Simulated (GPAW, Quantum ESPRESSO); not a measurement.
# Y L₃ ELNES/XANES of YSe (Fm-3m) from DFT, part 4 of 4

Aim: the Y L₃ edge of YSe (Fm-3m) by two routes, a Lanczos recursion (XSpectra) and a sum over empty bands (GPAW), to see which features are robust.

Quantum ESPRESSO 7.5 and GPAW 26.7.0; core-hole supercells, plane-wave PAW LDA.

So far. Step 8 (The field without a hole (GPAW)): The mesh shows no gap, so the system is treated as a metal and the core electron is put at the Fermi level (neutral cell). Step 9 (Spectrum without a core hole, Y atom 1 (GPAW)): Main maxima below 30 eV (height): 2.6 eV (3.27), 7.2 eV (1.10), 11.0 eV (0.69), 16.0 eV (0.79) and 26.6 eV (0.76). 

## Step 11: Spectrum with XCH, Y atom 1 (GPAW)

Level of this step: X-ray absorption from dipole matrix elements to empty bands, plane-wave PAW LDA (GPAW).

The holes are 5.7 Å apart. The excited electron is kept in the cell, where it fills the lowest empty states and screens the hole. After the field has converged, empty bands are computed with the density fixed and the dipole matrix elements are summed.

xas.py

```python
import numpy as np
from ase import Atoms
from ase.parallel import parprint, paropen
from gpaw import GPAW, PW, FermiDirac, Mixer, MixerDif, setup_paths
from gpaw.test import gen
setup_paths.insert(0, '.')
gen('Y', name='fch2p', xcname='LDA', corehole=(2, 1, 1), write_xml=True)
from gpaw.mpi import world
world.barrier()

atoms = Atoms('Y4Se4',
    cell=[[0, -5.703, 0],
     [-5.703, 0, 0],
     [0, 0, -5.703]],
    scaled_positions=[[0.5, 0.5, 0.5],
     [0, 0.5, 0],
     [0.5, 0, 0],
     [0, 0, 0.5],
     [0, 0, 0],
     [0.5, 0, 0.5],
     [0, 0.5, 0.5],
     [0.5, 0.5, 0]],
    pbc=True)
atoms.calc = calc = GPAW(legacy_gpaw=True, mode=PW(500, force_complex_dtype=True), xc='LDA', setups={0: 'fch2p'},
    kpts={'size': (5, 5, 5), 'gamma': True}, occupations=FermiDirac(0.1),
    charge=-1, mixer=Mixer(0.1, 5, 50), maxiter=150,
    convergence={'density': 0.0001, 'eigenstates': 1e-6}, txt='scf.txt')
energy = atoms.get_potential_energy() + calc.get_reference_energy()
ef = calc.get_fermi_level()
out = dict(energy=energy, fermi=ef, forces=atoms.get_forces().tolist())
parprint(f'all-electron energy {energy:.4f} eV, Fermi level {ef:.4f} eV')
ev = np.array([[calc.get_eigenvalues(k, s) for k in range(len(calc.get_ibz_k_points()))] for s in range(calc.get_number_of_spins())])
out['homo'], out['lumo'], out['counts'] = ev[ev < ef].max(), ev[ev > ef].min(), sorted(set((ev < ef).sum((0, 2)).tolist()))
out['filled'] = (ev[:, 0] < ef).sum(1).tolist()

from ase.units import Ha
from gpaw.xas import dipole_matrix_elements
nb = int(calc.get_number_of_electrons() / 2) + 133
top, nb = nb, nb + 8 + nb // 12
nscf = calc.fixed_density(kpts={'size': (6, 6, 6), 'gamma': True}, nbands=nb,
    convergence={'bands': top, 'eigenstates': 1e-5}, maxiter=60, txt='nscf.txt')
cell = atoms.cell.array
ops = [cell.T @ U.T @ np.linalg.inv(cell.T) for U in nscf.wfs.kd.symmetry.op_scc]
E = np.arange(-6, 34, 0.1)
fwhm = np.interp(E, [4, 25], [1.5, 3.5])
Y, X, zero, highest = 0, 0, 1e9, 1e9
for spin in range(nscf.get_number_of_spins()):
    wfs = nscf.wfs
    A = dipole_matrix_elements(wfs.setups[0])
    eps = np.zeros((wfs.kd.nibzkpts, nb))
    d = np.zeros((3, A.shape[1], wfs.kd.nibzkpts, nb), complex)
    for kpt in wfs.kpt_u:
        if kpt.s == spin and 0 in kpt.P_ani:
            eps[kpt.k] = kpt.eps_n * Ha
            d[:, :, kpt.k] = (kpt.weight * wfs.nspins / 2) ** 0.5 * np.inner(A, kpt.P_ani[0])
    world.sum(eps)
    world.sum(d)
    T = np.einsum('amkn,bmkn->abkn', d, d.conj()).real
    T = sum(np.einsum('ai,ijkn,bj->abkn', R, T, R) for R in ops) / len(ops)
    empty = eps > ef
    zero, highest = min(zero, eps[empty].min()), min(highest, eps[:, top - 1].min())
    lines = [(eps, T, empty)] if spin == 0 else lines + [(eps, T, empty)]
for eps, T, empty in lines:
    f = np.einsum('aakn->akn', T).reshape(3, -1)
    x = eps.ravel() - zero
    w = np.interp(x, E, fwhm) / 2.35482
    g = np.exp(-0.5 * ((E[:, None] - x) / w) ** 2) / (w * (2 * np.pi) ** 0.5)
    Y = Y + (f * empty.ravel()) @ g.T
    X = X + (f * ~empty.ravel()) @ g.T
out.update(E=E.round(2).tolist(), xas=Y.tolist(), xes=X.tolist(), zero=zero, valid=highest - zero, nk=len(eps), nb=nb)
for i in range(0, len(E), 10):
    parprint(f'{E[i]:7.2f}', *(f'{v:10.3e}' for v in Y[:, i]))
import json
with paropen('out.json', 'w') as f:
    json.dump(out, f)
```

The run is started by

```console
OMP_NUM_THREADS=1 mpirun -n 4 gpaw python xas.py
```

Numbers of over 12 decimals in the logs are rounded to 6 here.

The log of the run:

```text
Input parameters:
  charge: -1
  convergence: {density: 0.0001,
                eigenstates: 1e-06}
  kpts: {gamma: True,
         size: (5, 5, 5)}
  maxiter: 150
  mixer: {backend: pulay,
          beta: 0.1,
          method: separate,
          nmaxold: 5,
          weight: 50}
  mode: {ecut: 500.0,
         force_complex_dtype: True,
         name: pw}
  occupations: {fixmagmom: False,
                name: fermi-dirac,
                width: 0.1}
  setups: {0: fch2p}

Initialize ...

[... PAW data sets ...]

Reference energy: -629914.952088  # eV

Spin-paired calculation

[... convergence settings ...]
Symmetries present (total): 48
  [... symmetry matrices ...]

125 k-points: 5 x 5 x 5 Monkhorst-Pack grid
10 k-points in the irreducible part of the Brillouin zone
       k-points in crystal coordinates                weights
   0:     0.00000000    0.00000000    0.00000000          1/125
   1:     0.20000000    0.00000000    0.00000000          6/125
   2:     0.20000000    0.20000000    0.00000000         12/125
   3:     0.20000000    0.20000000    0.20000000          8/125
   4:     0.40000000    0.00000000    0.00000000          6/125
   5:     0.40000000    0.20000000    0.00000000         24/125
   6:     0.40000000    0.20000000    0.20000000         24/125
   7:     0.40000000    0.40000000    0.00000000         12/125
   8:     0.40000000    0.40000000    0.20000000         24/125
   9:     0.40000000    0.40000000    0.40000000          8/125

Wave functions: Plane wave expansion
  Cutoff energy: 500.000 eV
  Number of coefficients (min, max): 4688, 4737
  Pulay-stress correction: 0.000000 eV/Ang^3 (de/decut=0.000000)
  Using FFTW library
  Wavefunction extrapolation:
    Improved wavefunction reuse through dual PAW basis

Occupation numbers: Fermi-Dirac:
  width: 0.1000  # eV

Eigensolver
   Davidson(niter=2)

Densities:
  Coarse grid: 30*30*30 grid
  Fine grid: 60*60*60 grid
  Total Charge: 0.000000

Density mixing:
  Method: separate
  Backend: pulay
  Linear mixing parameter: 0.1
  old densities: 5
  Width of damping distribution: 1.1
  Damping of long wavelength oscillations: 50

[... Hamiltonian set-up ...]
Number of atoms: 8
Number of atomic orbitals: 68
Number of bands in calculation: 46
Number of valence electrons: 69
Bands to converge: occupied

... initialized

Initializing position-dependent things.

Density initialized from atomic densities
Creating initial wave functions:
  46 bands from LCAO basis set

         Y      Se
       Se     Y

         Se     Y
       Y      Se

Atomic positions and initial magnetic moments

Positions:
   0 Y     -2.851500   -2.851500   -2.851500    ( 0.0000,  0.0000,  0.0000)
   1 Y     -2.851500    0.000000    0.000000    ( 0.0000,  0.0000,  0.0000)
   2 Y      0.000000   -2.851500    0.000000    ( 0.0000,  0.0000,  0.0000)
   3 Y      0.000000    0.000000   -2.851500    ( 0.0000,  0.0000,  0.0000)
   4 Se     0.000000    0.000000    0.000000    ( 0.0000,  0.0000,  0.0000)
   5 Se     0.000000   -2.851500   -2.851500    ( 0.0000,  0.0000,  0.0000)
   6 Se    -2.851500    0.000000   -2.851500    ( 0.0000,  0.0000,  0.0000)
   7 Se    -2.851500   -2.851500    0.000000    ( 0.0000,  0.0000,  0.0000)

Unit cell:
           periodic     x           y           z      points  spacing
  1. axis:    yes    0.000000   -5.703000    0.000000    30     0.1901
  2. axis:    yes   -5.703000    0.000000    0.000000    30     0.1901
  3. axis:    yes    0.000000    0.000000   -5.703000    30     0.1901

  Lengths:   5.703000   5.703000   5.703000
  Angles:   90.000000  90.000000  90.000000

Effective grid spacing dv^(1/3) = 0.1901

iter:   1   -68.674439
iter:   2   -62.715168   -0.64  -1.04
iter:   3   -62.418596   -1.31  -1.33
iter:   4   -62.290491   -2.22  -1.54
iter:   5   -62.252371   -1.55  -1.60
iter:   6   -62.318017   -2.39  -2.10
iter:   7   -62.227417   -2.64  -1.96
iter:   8   -62.225563   -3.77  -2.50
iter:   9   -62.225240c  -3.84  -2.69
iter:  10   -62.225123c  -4.38  -3.25
iter:  11   -62.225098c  -4.78  -3.56
iter:  12   -62.225053c  -4.90  -3.65
iter:  13   -62.225136c  -5.00  -3.72
iter:  14   -62.225114c  -5.24  -3.81
iter:  15   -62.225094c  -5.36  -4.14c
iter:  16   -62.225081c  -5.53  -4.33c
iter:  17   -62.225080c  -5.61  -4.52c
iter:  18   -62.225084c  -5.77  -4.98c
iter:  19   -62.225086c  -5.85  -5.21c
iter:  20   -62.225087c  -6.00c -5.29c

Converged after 20 iterations.

Dipole moment: (0.000000, 0.000000, 0.000000) |e|*Ang

Energy contributions relative to reference atoms: (reference = -629914.952088)

Kinetic:        +43.763234
Potential:      -40.482608
External:        +0.000000
XC:             -64.455843
Entropy (-ST):   -0.255431
Local:           -0.922155
SIC:             +0.000000
--------------------------
Free energy:    -62.352802
Extrapolated:   -62.225087

Showing only first 2 kpts
 Kpt  Band  Eigenvalues  Occupancy
  0    32      6.88630    2.00000
  0    33      6.88630    2.00000
  0    34      6.88630    2.00000
  0    35      8.71994    1.97086

  1    32      7.01070    2.00000
  1    33      7.62935    2.00000
  1    34      7.62935    2.00000
[...]
Fermi level: 9.14136

No gap
No difference between direct/indirect transitions

Forces in eV/Ang:
  0 Y    -0.00000   -0.00000    0.00000
  1 Y     0.00000   -0.00000    0.00000
  2 Y    -0.00000    0.00000    0.00000
  3 Y     0.00000    0.00000    0.00000
  4 Se    0.00000    0.00000    0.00000
  5 Se    0.00000   -0.00000   -0.00000
  6 Se   -0.00000    0.00000   -0.00000
  7 Se   -0.00000   -0.00000    0.00000
Scalar-relativistic atomic LDA calculation for Y (Yttrium, Z=39)
Core hole in 2p state (2p occupation: 5.0)
750 radial gridpoints.
|------------------------------------------------|
|------------------------------------------------|
[... the atom generator's iteration count ...]

Energy contributions:
-------------------------
Kinetic:    +3390.169410
XC:          -101.586326
Potential:  -6591.707672
-------------------------
Total:      -3303.124588

state      eigenvalue         ekin         rmax
-----------------------------------------------
1s^2.0 :  -624.020649   785.933785        0.025
2s^2.0 :   -88.104979   159.718374        0.140
2p^5.0 :   -79.278025   154.656858        0.112
3s^2.0 :   -14.821145    41.563665        0.416
3p^6.0 :   -11.851076    38.628153        0.408
3d^10.0:    -6.902769    34.281661        0.347
4s^2.0 :    -2.317952     8.978980        1.088
4p^6.0 :    -1.537864     7.230238        1.182
4d^1.0 :    -0.465087     3.600285        1.531
5s^2.0 :    -0.408502     1.464135        2.930
5p^0.0 :    -0.262947     1.007025        3.543
-----------------------------------------------
(units: Bohr and Hartree)

Generating PAW setup
Kinetic energy of the core from tauc = 3378.447297
Cutoffs:
rc(s)=2.510
rc(p)=2.490
rc(d)=2.430
rc(vbar)=2.450
rc(comp)=2.410
rc(nct)=2.510

Kinetic energy of the core states: 3322.301470
Charge: 1.0
Core electrons: 27.0
Valence electrons: 11.0
Pseudo-core charge: 0.001449
Shape function alpha=1.722
Pseudo-electron charge 6.524097
state    eigenvalue         norm
--------------------------------
4s(2) :    -2.317952     0.579399
5s(2) :    -0.408502     0.963008
4p(6) :    -1.537864     0.451215
5p(0) :    -0.262947     0.957472
4d(1) :    -0.465087     0.730544
*d    :     0.534913
--------------------------------

Diagonalizing with gridspacing h=0.050

state   all-electron     PAW
-------------------------------
4s:      -2.317952    -2.318410
4p:      -1.537864    -1.538528
4d:      -0.465087    -0.465594
*f:                   -0.036509
-------------------------------
all-electron energy -629977.1772 eV, Fermi level 9.1414 eV
[...]
31.00  1.007e-05  1.007e-05  1.007e-05
  32.00  9.623e-06  9.623e-06  9.623e-06
  33.00  9.912e-06  9.912e-06  9.912e-06
```

Elapsed: 95 s, on 4 MPI ranks of Arm Neoverse V2, shared host; peak memory 0.39 GiB; 6.3 min of CPU time.

The Y L₃ spectrum, Y atom 1, excited-electron core hole (neutral cell) (energy from the lowest empty level; intensity scaled to a mean of 1 over the first 20 eV):

```csv
E (eV),intensity
-2.0,0.00
-0.5,1.00
1.0,3.70
2.5,2.54
4.0,0.84
5.5,0.53
7.0,0.84
8.5,0.66
10.0,0.55
11.5,0.53
13.0,0.46
14.5,0.67
16.0,0.74
17.5,0.55
19.0,0.47
20.5,0.51
22.0,0.51
23.5,0.58
25.0,0.71
26.5,0.75
28.0,0.66
29.5,0.56
31.0,0.49
```

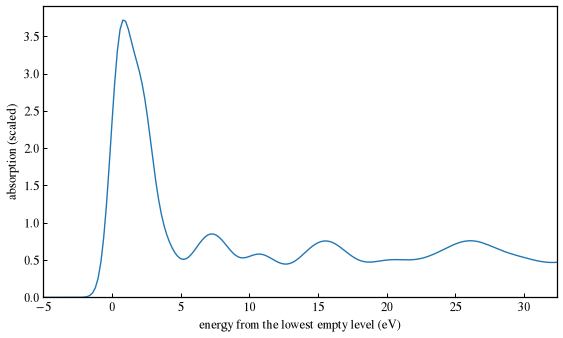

The Y L₃ edge, Y atom 1, excited-electron core hole (neutral cell): main maxima at 0.8, 7.2 and 26.2 eV.

Main maxima below 30 eV (height): 0.8 eV (3.72), 7.2 eV (0.85), 15.6 eV (0.76) and 26.2 eV (0.76). 

## Step 12: The two programs side by side

The line shapes differ (Lorentzian half width 0.75 eV up to 4 eV, rising linearly to 1.75 eV at 25 eV (not a setting of the program: the run's 0.4 eV curve was folded afterwards with a further Lorentzian), against Gaussian full width 1.5 eV up to 4 eV, rising linearly to 3.5 eV at 25 eV), so both get a further Gaussian of 1.5 eV full width before they are compared; the Lorentzian tails remain.

```
E (eV)  XSpectra  GPAW
 -2.00      0.40  0.06
 -1.25      0.75  0.38
 -0.50      1.47  1.31
  0.25      2.34  2.60
  1.00      2.74  3.30
  1.75      2.66  3.10
  2.50      2.24  2.43
  3.25      1.64  1.61
  4.00      1.18  0.97
  4.75      0.92  0.65
  5.50      0.81  0.59
  6.25      0.82  0.69
  7.00      0.83  0.78
  7.75      0.80  0.77
  8.50      0.72  0.67
  9.25      0.65  0.58
 10.00      0.63  0.56
 10.75      0.61  0.56
 11.50      0.58  0.52
 12.25      0.56  0.48
 13.00      0.56  0.49
 13.75      0.57  0.56
 14.50      0.62  0.65
 15.25      0.66  0.72
 16.00      0.67  0.71
 16.75      0.63  0.65
 17.50      0.58  0.56
 18.25      0.55  0.50
 19.00      0.53  0.48
 19.75      0.53  0.49
 20.50      0.53  0.50
 21.25      0.52  0.51
 22.00      0.52  0.51
 22.75      0.53  0.54
 23.50      0.56  0.59
 24.25      0.59  0.65
 25.00      0.63  0.71
 25.75      0.64  0.74
 26.50      0.63  0.74
 27.25      0.60  0.71
 28.00      0.56  0.66
 28.75      0.54  0.61
 29.50      0.52  0.56
 30.25      0.49  0.52
 31.00      0.47  0.49
 31.75      0.45  0.48
```

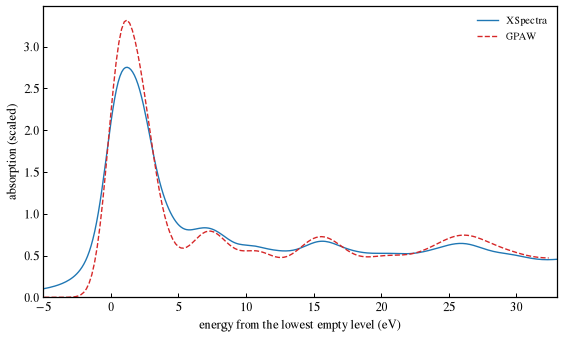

XSpectra and GPAW after a common extra broadening.

|  | XSpectra | GPAW |
| --- | --- | --- |
| k mesh of the spectrum | 4×4×4 | 6×6×6 |
| cutoff (eV) | 558 | 500 |
| highest intensity below 24 eV after the common broadening, eV (height) | 1.2 (2.75) | 1.2 (3.32) |
| core time, hole field and spectrum | 6.1 min | 6.3 min |

## Step 13: With and without the hole

XSpectra's curves. Both curves are counted from their own zero, so only the shift of weight within the empty states shows.

| E (eV) | no hole | XCH |
| --- | --- | --- |
| -2.0 | 0.18 | 0.34 |
| -1.0 | 0.32 | 0.74 |
| 0.0 | 0.75 | 2.25 |
| 1.0 | 1.43 | 2.83 |
| 2.0 | 2.35 | 2.76 |
| 3.0 | 2.50 | 1.77 |
| 4.0 | 1.52 | 1.12 |
| 5.0 | 1.07 | 0.81 |
| 6.0 | 0.97 | 0.80 |
| 7.0 | 1.07 | 0.85 |
| 8.0 | 1.00 | 0.79 |
| 9.0 | 0.80 | 0.64 |
| 10.0 | 0.69 | 0.63 |
| 11.0 | 0.74 | 0.60 |
| 12.0 | 0.66 | 0.57 |
| 13.0 | 0.58 | 0.54 |
| 14.0 | 0.60 | 0.57 |
| 15.0 | 0.68 | 0.67 |
| 16.0 | 0.73 | 0.68 |
| 17.0 | 0.69 | 0.61 |
| 18.0 | 0.63 | 0.55 |
| 19.0 | 0.57 | 0.52 |
| 20.0 | 0.56 | 0.53 |
| 21.0 | 0.55 | 0.53 |
| 22.0 | 0.55 | 0.52 |
| 23.0 | 0.57 | 0.54 |
| 24.0 | 0.60 | 0.58 |
| 25.0 | 0.63 | 0.63 |
| 26.0 | 0.66 | 0.66 |
| 27.0 | 0.67 | 0.62 |
| 28.0 | 0.64 | 0.56 |
| 29.0 | 0.59 | 0.53 |
| 30.0 | 0.57 | 0.51 |
| 31.0 | 0.54 | 0.47 |
| 32.0 | 0.50 | 0.45 |

With each curve scaled to its own mean, the area from −2 to 6 eV with the hole is 12.9 against 10.5, and the centre of weight from −1 to 20 eV moves by -1.1 eV: the hole pulls the absorber's empty states down.

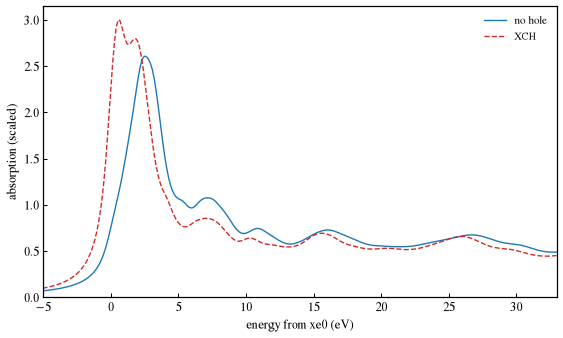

The Y L₃ edge with and without the core hole, each from its own zero; the highest intensity below 24 eV lies at 0.5 eV with the hole.

## Step 14: Runs not followed above

These runs aren't followed: redraws of a spectrum that repeat one shown, runs with a planted fault or a state judged unsound, or a program's part that gave no sound spectrum.

| program | step | status | elapsed |
| --- | --- | --- | --- |
| Quantum ESPRESSO | no core hole, redrawn | converged | 9.8 s |
| Quantum ESPRESSO | spectrum with XCH, redrawn | converged | 2.6 s |

## Step 15: What came out

```json
{
 "absorber and edge": "Y L₃, atom 1 of the ground-state input (counted from 1)",
 "surroundings": "6 Se at 2.85 Å (octahedral, site symmetry m-3m)",
 "highest intensity below 24 eV (XSpectra, narrow line)": "0.5 eV above the zero, height 3.00"
}
```

**Reading.** The two programs agree on where the features lie, less on their heights: 17 % r.m.s. remains over the first 14 eV after a relative shift of 0.0 eV; their raw zeros differ by 0 eV. What differs may come from the PAW partial waves, meshes, cutoffs and line shapes. In XSpectra the Y L₃ edge of atom 1, with 6 Se at 2.85 Å (octahedral, site symmetry m-3m), has its highest intensity of the first 24 eV at 0.5 eV above the zero, 3.0 times the mean level of the first 20 eV (Lorentzian half width 0.75 eV up to 4 eV, rising linearly to 1.75 eV at 25 eV (not a setting of the program: the run's 0.4 eV curve was folded afterwards with a further Lorentzian)). In XSpectra: With each curve scaled to its own mean, the area from −2 to 6 eV with the hole is 12.9 against 10.5, and the centre of weight from −1 to 20 eV moves by -1.1 eV: the hole pulls the absorber's empty states down. In GPAW: With each curve scaled to its own mean, the area from −2 to 6 eV with the hole is 12.8 against 10.4, and the centre of weight from −1 to 20 eV moves by -1.2 eV: the hole pulls the absorber's empty states down. 3 further runs of this session are left out of this account as redundant. Only the L₃ part is meant: spin–orbit coupling of the core level isn't computed and the L₂ copy isn't added. The primitive cell holds an odd number of electrons, so a spin-paired run has to come out metallic; that is right for a metal, but some such compounds are magnetic or distorted insulators. The holes are only 5.7 Å apart, so the shape is probably not converged with cell size; no larger cell was run here. Lifetime broadening is put in by hand, and intensities beyond about 20 eV depend on it and on the partial waves; weight that the partial waves miss at high energy is lost. The structure is a published determination, not relaxed.

[Banner, clock and machine lines of the logs are left out without a mark of their own.]

[Logs are printed without paths, hosts, clocks, repeated set-up lines and the standing remarks that a program may print on its own settings, such as how far it seeks lower states.]

[Hosts, paths, dates, database ids (printed as entryN), source tags and the programs' standing remarks are cut or masked in the printed files.]

[Lists of maxima count a maximum above −3 eV only where it reaches 4 % of the highest in the window and stands out from its surroundings by 2 % of it (1.5 % where it reaches 55 %); shoulders and weaker maxima are passed over, and of the rest the first, up to two pre-edge ones and the few strongest are named.]
